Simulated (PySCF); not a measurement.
C4H10F2Si (SMILES CC[Si](F)(F)CC)

```yaml
atoms:
  - { symbol: Si, position_ang: [-0.2981, -0.0094, -0.1988] }
  - { symbol: C, position_ang: [-0.3942, -0.0356, 1.6540] }
  - { symbol: C, position_ang: [-1.8172, 0.1046, 2.1931] }
  - { symbol: H, position_ang: [0.2539, 0.7718, 2.0383] }
  - { symbol: H, position_ang: [0.0658, -0.9785, 1.9991] }
  - { symbol: H, position_ang: [-1.8381, 0.0875, 3.2932] }
  - { symbol: H, position_ang: [-2.2759, 1.0483, 1.8620] }
  - { symbol: H, position_ang: [-2.4593, -0.7137, 1.8340] }
  - { symbol: C, position_ang: [1.4024, -0.0517, -0.9404] }
  - { symbol: C, position_ang: [1.4212, -0.0379, -2.4680] }
  - { symbol: H, position_ang: [1.9153, -0.9481, -0.5486] }
  - { symbol: H, position_ang: [1.9608, 0.8106, -0.5342] }
  - { symbol: H, position_ang: [2.4488, -0.0579, -2.8611] }
  - { symbol: H, position_ang: [0.8884, -0.9080, -2.8810] }
  - { symbol: H, position_ang: [0.9299, 0.8639, -2.8639] }
  - { symbol: F, position_ang: [-1.0732, 1.3153, -0.7380] }
  - { symbol: F, position_ang: [-1.1592, -1.2618, -0.7794] }
```

Geometry: PBE0-D3(BJ)/def2-SVP.

Theory: PySCF 2.14.0, PBE0/pcSseg-1, SCF density, gas phase, non-relativistic.

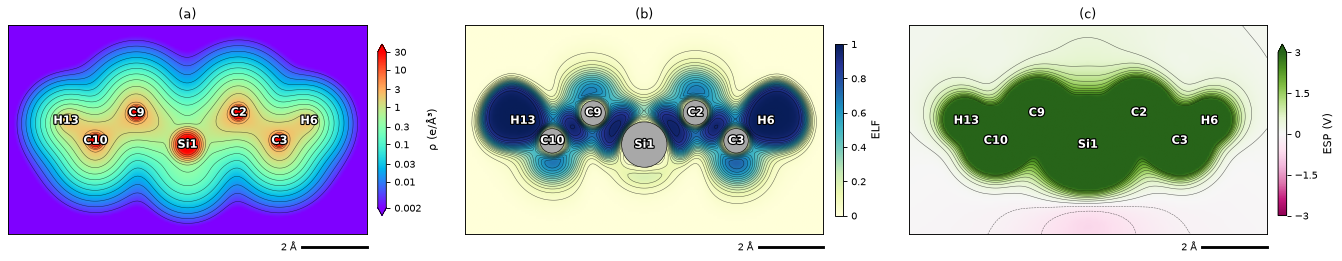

Figure 1. (a) electron density; (b) ELF; (c) molecular electrostatic potential on the plane of atoms C2, Si1 and C9. Grey discs cover the atomic cores in the ELF map.

What do the fields say about this system?

The plane passes through Si, C and H nuclei.
C–C (1.53 Å): ρ is about 1.6 e/Å³ halfway; the ELF peaks at about 0.95 between the atoms: a shared electron pair.
C–Si (1.86 Å): the density is about 1 e/Å³ at the midpoint; the ELF peaks at about 0.95 between the atoms; localised, covalent bonding.
C–H (1.10 Å): ρ is about 1.9 e/Å³ halfway; the ELF climbs to about 1 towards the hydrogen, as it does in any bond to H; an ordinary covalent bond to hydrogen.
Outside the dense part of the molecule the potential is most negative (−0.7 V) near F16, which lies off the plane.

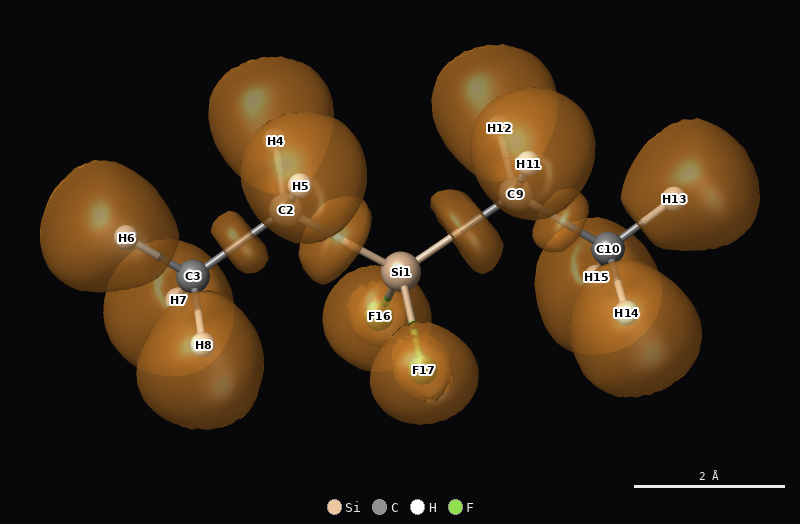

Figure 2. Isosurface of the electron localisation function at 0.8 (orange), seen at a tilt. Only the valence region is drawn (cores and ρ < 0.01 e/Å³ removed).

Identify the bonds, lone pairs and shells in this picture.

The surface consists of two regions between bonded C–C atoms (shared pairs), two regions between bonded C–Si atoms (shared pairs), ten regions around hydrogen nuclei and two regions wrapped around F (its lone pairs, merged into a ring or cap).


 Si–F (1.63 Å): the ELF peaks at about 0.85 in the valence shell of F, 0.6 Å from its nucleus, and is about 0.50 at the midpoint.

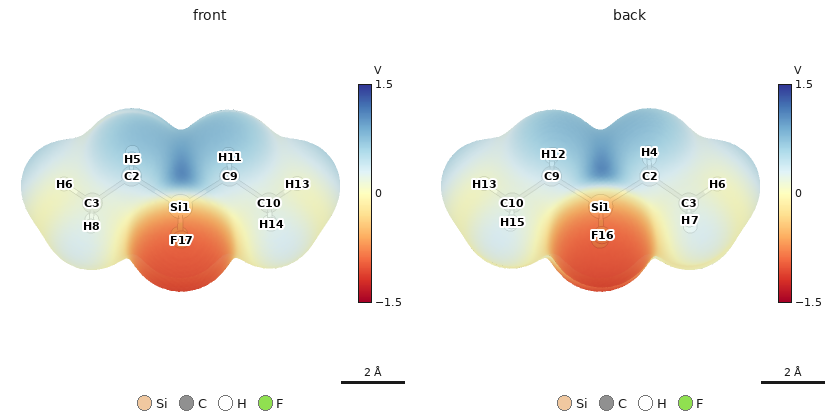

Figure 3. The molecular electrostatic potential painted on the density surface at 0.001 e/bohr³, seen from the front and from behind; the colour scale runs from red (negative) to blue (positive).

Which sites attract a positive test charge, and which a negative one?

A positive charge is drawn to the negative regions and a negative charge to the positive ones. The most negative region (about −1.1 V, or −25 kcal/mol for a unit charge) lies over F16 and F17, the most positive (about +1.0 V, or +23 kcal/mol for a unit charge) over Si1.
